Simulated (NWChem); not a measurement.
# doublet [SiPH5O2]+: levels of theory compared

Aim: a comparison of 6 runs (UHF/STO-3G, UHF/3-21G, UPBE0/6-31G*, UB3LYP/6-31G*, UM06-2X/6-31G*) of doublet [SiPH5O2]+. 

The results are computed with NWChem 7.3.0.

1 further run of the same task is left out (it didn't finish). Runs told in other sessions of the task aren't counted.

## Step 1: The molecule

[SiPH5O2]+ has 9 atoms, charge +1, and is taken as a doublet. SMILES of the parent species: `O[SiH2]OP`. Geometry: relaxed at PBE0-D4/def2-TZVP. This is one conformer, not always the lowest. That shape belongs to the parent species and isn't relaxed for this state.

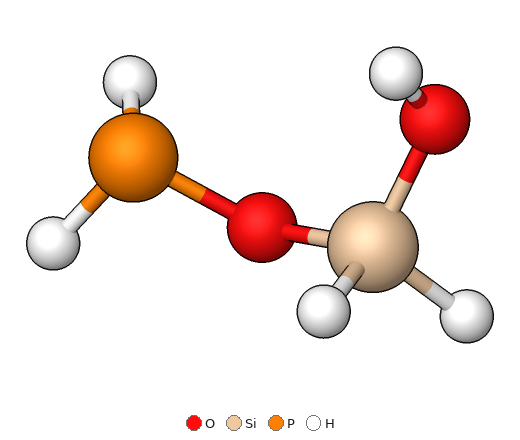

Viewed from a chosen angle; oxygen red, silicon light orange, phosphorus orange, hydrogen white.

## Step 2: The energy at UHF/STO-3G (run 1)

geom.nw reads:

```
start geom
title "H5O2PSi"
memory 2200 mb
charge 1

geometry units angstrom noautosym nocenter noautoz
   O     -0.307900     1.144300    -1.642900
   Si     0.817700     0.562000    -0.606400
   O      0.302400    -0.778100     0.201800
   P     -0.942200    -0.834900     1.277600
   H     -0.998700     1.706900    -1.290600
   H      1.170600     1.605300     0.391300
   H      1.964500     0.123500    -1.421100
   H     -0.305900    -1.590900     2.302600
   H     -1.612000    -1.984300     0.770600
end

basis "ao basis" spherical bse
   * library STO-3G
end

scf
   doublet
   uhf
   thresh 1e-08
   maxiter 80
   print low
end

task scf energy
```

On the command line:

```bash
$ nwchem geom.nw > geom.out
```

The program printed:

```text
[...]
  functions       =    33
[...]
  wavefunction    = UHF
[...]
         Total SCF energy =   -772.919400473710
      One electron energy =  -1526.973645149233
      Two electron energy =    520.901382229250
 Nuclear repulsion energy =    233.152862446273
                       Sz =      0.5000
                 Sz(Sz+1) =      0.7500
                      S^2 =      0.7789
[...]
```

Run time: 6.6 s. Hardware: 1 thread of Intel Xeon Platinum 8488C (Sapphire Rapids), shared host; peak memory 0.099 GiB.

## Step 3: The energy at UHF/3-21G (run 2)

h5o2psi.nw reads:

```
start h5o2psi
memory stack 880 mb heap 220 mb global 1100 mb
charge 1
geometry noautosym nocenter noautoz
 O     -0.307900     1.144300    -1.642900
 Si     0.817700     0.562000    -0.606400
 O      0.302400    -0.778100     0.201800
 P     -0.942200    -0.834900     1.277600
 H     -0.998700     1.706900    -1.290600
 H      1.170600     1.605300     0.391300
 H      1.964500     0.123500    -1.421100
 H     -0.305900    -1.590900     2.302600
 H     -1.612000    -1.984300     0.770600
end
basis spherical bse
 * library 3-21G
end
scf
 doublet
 uhf
 thresh 1e-08
 maxiter 80
end
task scf
```

On the command line:

```bash
$ nwchem h5o2psi.nw > h5o2psi.out
```

The program printed:

```text
[...]
  functions       =    54
[...]
  wavefunction    = UHF
[...]
         Total SCF energy =   -777.915874819756
      One electron energy =  -1530.158285142001
      Two electron energy =    519.089547875972
 Nuclear repulsion energy =    233.152862446273
                       Sz =      0.5000
                 Sz(Sz+1) =      0.7500
                      S^2 =      0.7728
[...]
```

Wall time 6 s (1 thread of Intel Xeon Platinum 8488C (Sapphire Rapids), shared host); peak memory 0.098 GiB.

Run 3 isn't shown in full; the table further down has it.

## Step 4: The energy at UB3LYP/6-31G(d) (spherical functions) (run 4)

h5o2psi.nw reads:

```
start h5o2psi
title "H5O2PSi"
memory total 2200 mb
charge 1
geometry units angstroms noautosym nocenter noautoz
 O       -0.307900       1.144300      -1.642900
 Si       0.817700       0.562000      -0.606400
 O        0.302400      -0.778100       0.201800
 P       -0.942200      -0.834900       1.277600
 H       -0.998700       1.706900      -1.290600
 H        1.170600       1.605300       0.391300
 H        1.964500       0.123500      -1.421100
 H       -0.305900      -1.590900       2.302600
 H       -1.612000      -1.984300       0.770600
end
basis spherical bse
 * library 6-31G*
end
dft
 xc b3lyp
 mult 2
 grid xfine
 convergence energy 1e-08
 iterations 100
 mulliken
end
task dft energy
```

On the command line:

```bash
$ nwchem h5o2psi.nw > h5o2psi.out
```

The program printed:

```text
[...]
          Wavefunction type:  spin polarized.
          No. of atoms     :     9
          No. of electrons :    49
[...]
          Charge           :     1
          Spin multiplicity:     2
[...]
          AO basis - number of functions:    74
[...]
              XC Information
              --------------
                         B3LYP Method XC Potential
                     Hartree-Fock (Exact) Exchange  0.200
                        Slater Exchange Functional  0.800 local
                    Becke 1988 Exchange Functional  0.720 non-local
              Lee-Yang-Parr Correlation Functional  0.810
                  VWN I RPA Correlation Functional  0.190 local
[...]
 d= 0,ls=0.0,diis     1   -783.7873403646 -1.02D+03  1.75D-02  5.24D-01     5.4
[...]
 d= 0,ls=0.0,diis    15   -784.0090583139 -3.69D-09  2.35D-07  6.84D-11    73.4
[...]
         Total DFT energy =     -784.009058313856
      One electron energy =    -1536.187392849419
           Coulomb energy =      582.089820888091
    Exchange-Corr. energy =      -63.064348798801
 Nuclear repulsion energy =      233.152862446273
[...]
      Total Density - Mulliken Population Analysis
     ---------------------------------------------
    Atom       Charge   Shell Charges
 -----------   ------   -------------------------------------------------------
    1 O    8     8.66   2.00  0.90  2.95  0.94  1.86  0.02
    2 Si  14    13.19   2.00  2.00  5.96  0.93  1.67  0.11  0.19  0.33
    3 O    8     8.51   2.00  0.92  2.91  0.92  1.74  0.02
    4 P   15    14.33   2.00  2.00  5.97  1.27  2.21  0.32  0.39  0.18
    5 H    1     0.55   0.46  0.08
    6 H    1     1.03   0.50  0.53
    7 H    1     1.00   0.50  0.50
    8 H    1     0.87   0.49  0.38
    9 H    1     0.87   0.49  0.38
[...]
      <S2> =      0.7536 (Exact =     0.7500)
[...]
```

It took 74 s on 1 thread of Intel Xeon Platinum 8488C (Sapphire Rapids), shared host; peak memory 0.14 GiB.

Run 5 isn't shown in full; the table further down has it.

## Step 5: A single-point energy at UB3LYP/6-31G(d) (Cartesian functions) (run 6)

h5o2psi.xyz reads:

```xyz
9

O     -0.307900     1.144300    -1.642900
Si     0.817700     0.562000    -0.606400
O      0.302400    -0.778100     0.201800
P     -0.942200    -0.834900     1.277600
H     -0.998700     1.706900    -1.290600
H      1.170600     1.605300     0.391300
H      1.964500     0.123500    -1.421100
H     -0.305900    -1.590900     2.302600
H     -1.612000    -1.984300     0.770600
```

run.py reads:

```python
from ase.io import read
from ase.calculators.nwchem import NWChem

mol = read('h5o2psi.xyz')

calc = NWChem(
    label='h5o2psi',
    theory='dft',
    memory='2200 mb',
    basis='6-31G*',
    charge=1,
    dft={'xc': 'b3lyp', 'mult': '2', 'grid': 'xfine', 'convergence': 'energy 1e-08', 'iterations': '100', 'mulliken': None},
    task='energy',
)
mol.calc = calc

print(f"energy = {mol.get_potential_energy():.6f} eV")
```

On the command line:

```bash
$ export ASE_NWCHEM_COMMAND="nwchem PREFIX.nwi > PREFIX.nwo"
$ python run.py
```

The program printed:

```text
energy = -21334.151824 eV
```

The calculator wrote h5o2psi.nwi:

```
title "h5o2psi"

permanent_dir h5o2psi

scratch_dir h5o2psi

start h5o2psi

geometry units angstrom nocenter noautosym noautoz
  O  -3.0790000000000001e-01 1.1443000000000001e+00 -1.6429000000000000e+00
  Si 8.1769999999999998e-01 5.6200000000000006e-01 -6.0640000000000005e-01
  O  3.0240000000000000e-01 -7.7810000000000001e-01 2.0180000000000001e-01
  P  -9.4220000000000004e-01 -8.3489999999999998e-01 1.2776000000000001e+00
  H  -9.9870000000000003e-01 1.7069000000000001e+00 -1.2906000000000000e+00
  H  1.1706000000000001e+00 1.6052999999999999e+00 3.9129999999999998e-01
  H  1.9644999999999999e+00 1.2350000000000000e-01 -1.4211000000000000e+00
  H  -3.0590000000000001e-01 -1.5909000000000000e+00 2.3026000000000000e+00
  H  -1.6120000000000001e+00 -1.9843000000000000e+00 7.7059999999999995e-01
end

charge 1

memory 2200 mb

basis noprint
   * library 6-31G*
end

dft
  xc b3lyp
  mult 2
  grid xfine
  convergence energy 1e-08
  iterations 100
  mulliken
end

task dft energy
```

h5o2psi.nwo:

```text
Northwest Computational Chemistry Package (NWChem) 7.3.0
             --------------------------------------------------------

           Job information
           ---------------

    nwchem branch   = 7.3.0
    use scalapack   = T
    input           = h5o2psi.nwi
    prefix          = h5o2psi.
    data base       = h5o2psi/h5o2psi.db
    status          = startup
    nproc           =        1

           Memory information
           ------------------

    heap     =     72089594 doubles =      550.0 Mbytes
    stack    =     72089599 doubles =      550.0 Mbytes
    global   =    144179200 doubles =     1100.0 Mbytes (distinct from heap & stack)
    total    =    288358393 doubles =     2200.0 Mbytes
    verify   = yes
    hardfail = no

[... 106 lines left out ...]
  convergence criterion.
[... 17 lines left out ...]
          Convergence on gradient requested:  5.00D-04
[... 27 lines left out ...]
          Convergence aids based upon iterative change in
[... 30 lines left out ...]
 1-e energy   =   -1513.730595
[... 67 lines left out ...]
         Total DFT energy =     -784.015625109811
[... 2 lines left out ...]
    Exchange-Corr. energy =      -63.021034672613
[... 554 lines left out ...]
                     DFT Final Beta Molecular Orbital Analysis
[... 635 lines left out ...]
 center of mass
 --------------
 x =  -0.12156870 y =  -0.08702879 z =   0.00620771

 moments of inertia (a.u.)
 ------------------
         669.206531710163        -113.106864841728         161.000169088687
        -113.106864841728         615.120890653994         293.316699476214
         161.000169088687         293.316699476214         466.712578744971

     Multipole analysis of the density
     ---------------------------------

     L   x y z        total         alpha         beta         nuclear
     -   - - -        -----         -----         ----         -------
     0   0 0 0      1.000000    -25.000000    -24.000000     50.000000

     1   1 0 0     -1.211117      2.301416      1.232002     -4.744535
[... 8 lines of this table left out ...]
     2   0 0 2    -22.031013   -123.461374   -117.421778    218.852139

 Task  times  cpu:       76.6s     wall:       76.6s
 Total times  cpu:       76.6s     wall:       76.6s
```

Run time: 78 s. Hardware: 1 thread of Intel Xeon Platinum 8488C (Sapphire Rapids), shared host; peak memory 0.14 GiB.

## Step 6: The series

| run | level | iteration cap | module | energy (Eh) | ⟨S²⟩ | wall time |
| --- | --- | --- | --- | --- | --- | --- |
| 1 | UHF/STO-3G | 80 | scf | -772.919400 | 0.779 | 6.6 s |
| 2 | UHF/3-21G | 80 | scf | -777.915875 | 0.773 | 6 s |
| 3 | UPBE0/6-31G* (spherical functions) | 100 | dft | -783.553226 | 0.754 | 76 s |
| 4 | UB3LYP/6-31G* (spherical functions) | 100 | dft | -784.009058 | 0.754 | 74 s |
| 5 | UM06-2X/6-31G* (spherical functions) | 100 | dft | -783.853907 | 0.755 | 1.7 min |
| 6 | UB3LYP/6-31G* (Cartesian functions) | 100 | dft | -784.015625 | 0.754 | 78 s |

## Step 7: Outcome

| quantity | value |
| --- | --- |
| run 6: total energy | -784.01563 Eh |
| run 6: HOMO energy (highest over α and β) | -13.58 eV |
| run 6: LUMO energy (lowest over α and β) | -12.03 eV |
| run 6: ⟨S²⟩ | 0.754 |

In words: Totals of different functionals can't be ranked against each other. In run 1 the basis is minimal, so the values are rough. All runs together took 5.7 min, the longest 1.7 min.
